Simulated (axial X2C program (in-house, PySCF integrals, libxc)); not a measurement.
Run report: NbN, relativistic diatomic calculation

System: NbN, single determinant with Ω = 1.
Method: PBE0, two-component X2C with atomic mean-field Coulomb and Gaunt terms, Nb dyall-cv3z, N dyall-av3z (cores contracted) (axial X2C program (in-house, PySCF integrals, libxc)).

### Log
```
two-component X2C + atomic mean field  PBE0
basis functions 211  fitting functions 992  grid points 5074
iter        total energy     max residual
   1      -3872.372262932     1.15e-05
   2      -3872.372262934     7.89e-06
converged
one-electron -5525.28657574  Coulomb 1688.24570888  exact exchange -31.05412048  xc functional -95.30688308  nuclear repulsion 92.77572360  atomic mean-field constant -1.74611612
```

### The points of the curve

```
R (Å)   E (hartree)  dipole (D; origin at the first atom, positive when the second is positive)  highest filled (eV)  lowest empty (eV)
1.490  −3872.344268                                                                       −2.55                −4.95              −2.72
1.539  −3872.360914                                                                       −2.95                −5.07              −2.82
1.588  −3872.369726                                                                       −3.32                −5.18              −2.92
1.637  −3872.372263                                                                       −3.65                −5.28              −3.02
1.694  −3872.369032                                                                       −4.00                −5.39              −3.13
1.752  −3872.360818                                                                       −4.29                −5.48              −3.23
1.825  −3872.345478                                                                       −4.56                −5.58              −3.34
1.915  −3872.323815                                                                       −4.66                −5.65              −3.41
```

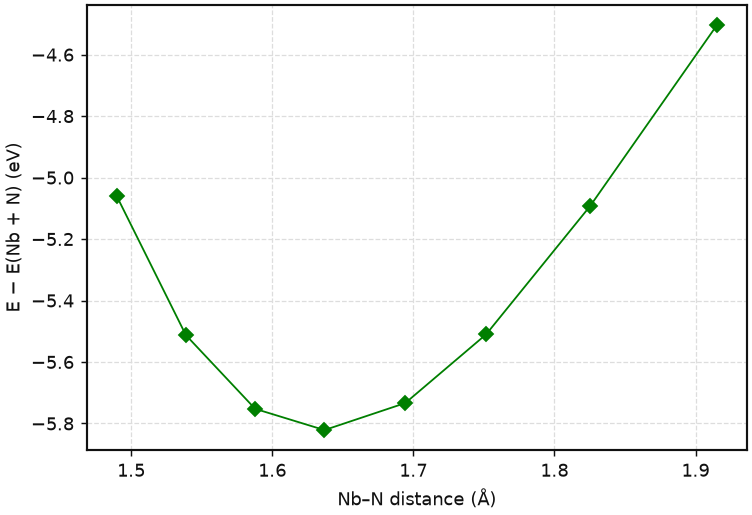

Figure 1. Energy at 8 bond lengths, for one set of occupations held fixed; the line joins the points. A polynomial of degree 6 through 8 points gives rₑ = 1.636 Å, ωₑ = 1121 cm⁻¹, ωₑxₑ = 4.3 cm⁻¹ and Bₑ = 0.5179 cm⁻¹. The minimum lies 5.82 eV below Nb + N, each computed as one determinant at the same level.

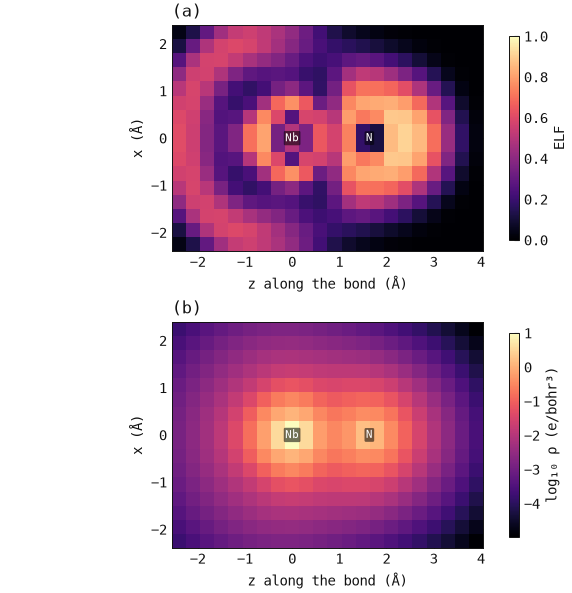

Figure 2. (a) electron localisation function; (b) electron density on a logarithmic scale, in a plane that holds the axis, at 1.64 Å, on points 0.3 Å apart (one half computed, the other mirrored); the structure near the nuclei is finer than these points.

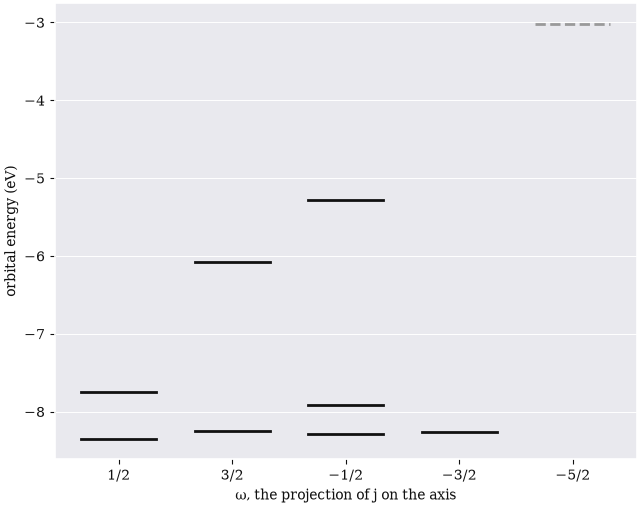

Figure 3. Orbital energies near the frontier at 1.64 Å, filled (solid) and empty (dashed). The highest filled spinor (−1/2; 57 % Nb s, 17 % N p) lies at −5.28 eV, the lowest empty one (−5/2; 95 % Nb d, 3 % N d) at −3.02 eV.

### Input file
```
{"zs": [41, 7], "q": 0, "bas": ["dyall-cv3z", "dyall-av3z"], "levels": ["PBE0", "HF", "LDA"], "cc": true, "r0": 1.85, "thr": -1.0, "nmax": 90, "npts": 10, "nst": 2, "ntry": 6}
```

The line is the task of a batch: nuclear charges, charge, bases, the levels to run, a first guess of the distance and further settings. This report covers PBE0 with spin-orbit coupling. The log is that of the reference distance 1.637 Å, started from orbitals converged before.

Launched within a batch (the task file carries these settings):
```bash
python <driver script> task.json out
```

### Key numbers

- outcome: converged
- bond length rₑ: 1.636 Å
- ωₑ: 1121 cm⁻¹
- energy at the minimum: −3872.37226 hartree
- depth below the fragments: 5.82 eV
- hardware: 1 thread of Arm Neoverse V2, 24 GiB of memory available, shared host
- wall time: 19 s
- peak memory: 0.66 GiB

### Notes

To bear in mind: 8 of the 10 points asked for were kept.
